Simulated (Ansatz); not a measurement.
# Gate voltage at the highest density: 2H-MoOSe monolayer

A layer charged from two gates alike needs a voltage that grows with the carrier density; the slope is e over the total capacitance.

Set-up. Ansatz 0.2.0, plane waves with PAW datasets (its set soft_2), PBE-D3(BJ); isolated slab, charged sheets 4 Å from the outer atoms behind model barriers, atoms held, Fermi-Dirac smearing of 0.05 eV. The voltage is that of the gates (their mean) against the layer's Fermi level, from the uncharged case, which has a gap of 0.87 eV.

| run | added electrons (10¹³ per cm²) | gate voltage (V) |
| --- | --- | --- |
| run 1 | 1.00 | 0.67 |
| run 2 | 3.00 | 1.31 |
| run 3 | 10.00 | ? |

**Question.** What value belongs in the row marked “?”, and how far can the other rows tell?

Two rows fix a line: slope = (1.31 − 0.67) / (3.00 − 1.00) = 0.3200, intercept 0.3500. The capacitance is 1.602/0.3200 = 5.01 µF/cm², against 4.43 µF/cm² for plates 4 Å apart in vacuum on both sides; it is the larger, as where the added charge has its centre outside the outer atoms (not examined here). The intercept is mostly the shift of the Fermi level from inside the gap to the band edge. At 10.00 it gives 0.3200 × 10.00 + 0.3500 = 3.55 V, beyond the rows fitted. Rounding of the rows alone allows about ±0.040 V there; two rows can't show whether the line holds.

The run itself gives 3.40 V: a miss of −0.15 V, or 4.4 % of the value. The capacitance rises towards the highest density.

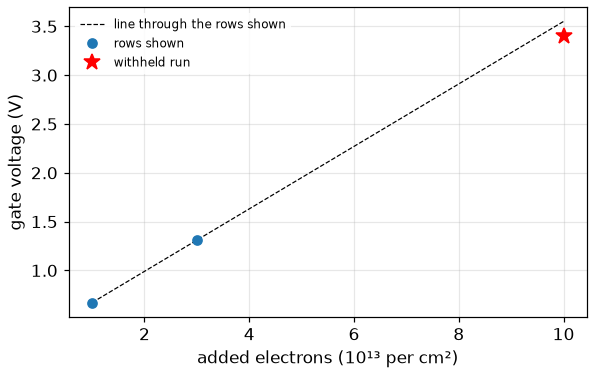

The fit and the withheld run.

Caveats: The gates are model sheets, not atoms, and low densities sample few k-points.
